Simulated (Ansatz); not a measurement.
# wB97X/6-311+G(d,p) run of CH7BSi (SMILES CB[SiH3])

What is the energy change on altering one bond length of CH7BSi at wB97X/6-311+G**? 

The results are computed with Ansatz 0.2.0.

65 further runs of the same task are left out: 65 set aside as unsound or not needed.

## Step 1: The structure to begin with

The species is CH7BSi (10 atoms), meant as a singlet with charge 0. SMILES: `CB[SiH3]`. Geometry: relaxed at PBE0-D4/def2-TZVP.

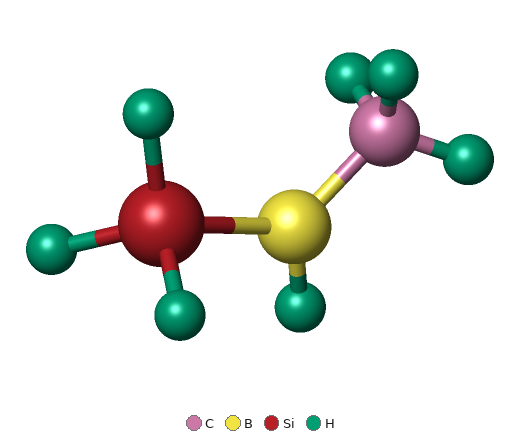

The structure, seen from a chosen angle (carbon pink, boron yellow, silicon red, hydrogen teal).

## Step 2: The energy at wB97X/6-311+G(d,p)

File job.yaml:

```yaml
crystal:
  periodic: [false, false, false]
  atoms:
    - {symbol: C, position_ang: [-1.087900, 0.975000, -0.576900]}
    - {symbol: B, position_ang: [0.112000, 0.000300, -0.689900]}
    - {symbol: Si, position_ang: [1.014100, -0.883100, 0.884800]}
    - {symbol: H, position_ang: [-1.958400, 0.307500, -0.716200]}
    - {symbol: H, position_ang: [-1.157900, 1.712200, -1.380000]}
    - {symbol: H, position_ang: [-1.228600, 1.454100, 0.393400]}
    - {symbol: H, position_ang: [0.516800, -0.288200, -1.783700]}
    - {symbol: H, position_ang: [1.154200, -2.354100, 0.685500]}
    - {symbol: H, position_ang: [0.324900, -0.654200, 2.186700]}
    - {symbol: H, position_ang: [2.393700, -0.320800, 0.999300]}
basis:
  gaussian: {orbitals: 6-311+G_st__st_-spherical.json}
output: {orbitals: {seedname: orbitals}}
hamiltonian: {xc: {name: wB97X}}
accuracy: high
```

The basis set 6-311+G** is read from a file made from the Basis Set Exchange's data (not shown).

Run with:

```console
$ ansatz run job.yaml --threads 1 --pin off --max-ram 3480MiB --events-out events.jsonl --progress --plain --runs-dir runs
```

Standard output:

```text
Warning: RAYON_NUM_THREADS=1 ignored (pool sized by the plan → 1); use --threads N
Functional definition: wB97X
  name "wB97X"
  parameter omega = 0.3/bohr
  parameter cx = 0.157706
  parameter cx1 = 0.726479
  parameter cx2 = 1.04760
  parameter cx3 = -5.70635
  parameter cx4 = 13.2794
  parameter css1 = -4.33879
  parameter css2 = 18.2308
  parameter css3 = -31.7430
  parameter css4 = 17.2901
  parameter cos1 = 2.37031
  parameter cos2 = -11.3995
  parameter cos3 = 6.58405
  parameter cos4 = -3.78132
  exchange = spin_sum(e_x_unif_sr(omega)*poly(b97_u_x, 1 - cx, cx1, cx2, cx3, cx4)) + cx*exact_x_sr(omega)
      + exact_x_lr(omega)
  correlation = spin_sum(e_c_pw_same_spin*poly(b97_u_same, 1, css1, css2, css3, css4))
      + integral(e_c_pw_opposite_spin*poly(b97_u_opposite, 1, cos1, cos2, cos3, cos4))
2301 factors; integrals over basis functions are off by at most 4.2e-9 eV
484 factors; integrals over basis functions are off by at most 2.3e-9 eV
mean field evaluation 1: about -9701.3442 eV, gradient 3.5e1 eV
mean field evaluation 2: about -9703.0024 eV, gradient 2.4e1 eV
mean field evaluation 4: about -9704.3628 eV, gradient 4.5e-1 eV
mean field evaluation 8: about -9704.3625 eV, gradient 2.6e-2 eV
mean field evaluation 16: about -9704.3625 eV, gradient 1.6e-5 eV
mean field -9704.36251999 eV, -356.6287447565 hartree, gradient 5.5e-8 eV, S^2 0.000000; 0 other end points of the search recorded, 0 dependent functions left out
reference -9704.36251408 eV, -356.6287445394 hartree; 16, 16 occupied and 100, 100 virtual orbitals, 2301 factors
Total energy: -9704.36251408 eV, -356.6287445394 hartree
```

Run time: 30 s. Hardware: 1 thread of Arm Neoverse V2, shared host; peak memory 0.62 GiB.

## Step 3: The distorted shape

File input.yaml:

```yaml
crystal:
  periodic: [false, false, false]
  atoms:
    - {symbol: C, position_ang: [-1.411734, 1.205796, 0.298123]}
    - {symbol: B, position_ang: [-0.211834, 0.231096, 0.185123]}
    - {symbol: Si, position_ang: [0.690266, -0.652304, 1.759823]}
    - {symbol: H, position_ang: [-2.282234, 0.538296, 0.158823]}
    - {symbol: H, position_ang: [-1.481734, 1.942996, -0.504977]}
    - {symbol: H, position_ang: [-1.552434, 1.684896, 1.268423]}
    - {symbol: H, position_ang: [0.516800, -0.288200, -1.783700]}
    - {symbol: H, position_ang: [0.830366, -2.123304, 1.560523]}
    - {symbol: H, position_ang: [0.001066, -0.423404, 3.061723]}
    - {symbol: H, position_ang: [2.069866, -0.090004, 1.874323]}
basis:
  gaussian:
    orbitals: 6-311+G_st__st_-spherical.json
hamiltonian:
  xc: {name: wB97X}
accuracy: high
output: {orbitals: {seedname: orbitals}}
```

The basis set 6-311+G** is read from a file made from the Basis Set Exchange's data (not shown).

Run with:

```console
$ ansatz run input.yaml --threads 1 --pin off --max-ram 3480MiB --events-out events.jsonl --progress --plain --runs-dir runs
```

Standard output (excerpt; [...] marks lines left out):

```text
Warning: RAYON_NUM_THREADS=1 ignored (pool sized by the plan → 1); use --threads N
[... 2 set-up lines as earlier in the session ...]
[...]
      + exact_x_lr(omega)
[...]
      + integral(e_c_pw_opposite_spin*poly(b97_u_opposite, 1, cos1, cos2, cos3, cos4))
2311 factors; integrals over basis functions are off by at most 6.6e-9 eV
496 factors; integrals over basis functions are off by at most 2.4e-9 eV
[...]
mean field -9701.29229218 eV, -356.5159159655 hartree, gradient 4.8e-8 eV, S^2 0.000000; 0 other end points of the search recorded, 0 dependent functions left out
reference -9701.29228590 eV, -356.5159157348 hartree; 16, 16 occupied and 100, 100 virtual orbitals, 2311 factors
Total energy: -9701.29228590 eV, -356.5159157348 hartree
```

It took 30 s on 1 thread of Arm Neoverse V2, shared host; peak memory 0.62 GiB.

## Step 4: Results

At wB97X/6-311+G**:

| quantity | value |
| --- | --- |
| first shape: total energy | -356.62874 Eh |
| first shape: HOMO energy | -10.31 eV |
| first shape: LUMO energy | 0.42 eV |
| first shape: HOMO–LUMO gap | 10.73 eV |
| distorted shape: total energy | -356.51592 Eh |
| distorted shape: HOMO energy | -9.18 eV |
| distorted shape: LUMO energy | -0.05 eV |
| distorted shape: HOMO–LUMO gap | 9.13 eV |
| energy change with the B2–H7 bond stretched from 1.201 to 2.163 Å | 3.070 eV |

What this shows: With the B2–H7 bond stretched from 1.201 to 2.163 Å the energy rises by 3.07 eV (296 kJ/mol). The first shape isn't relaxed at this level, so the change isn't measured from a minimum.
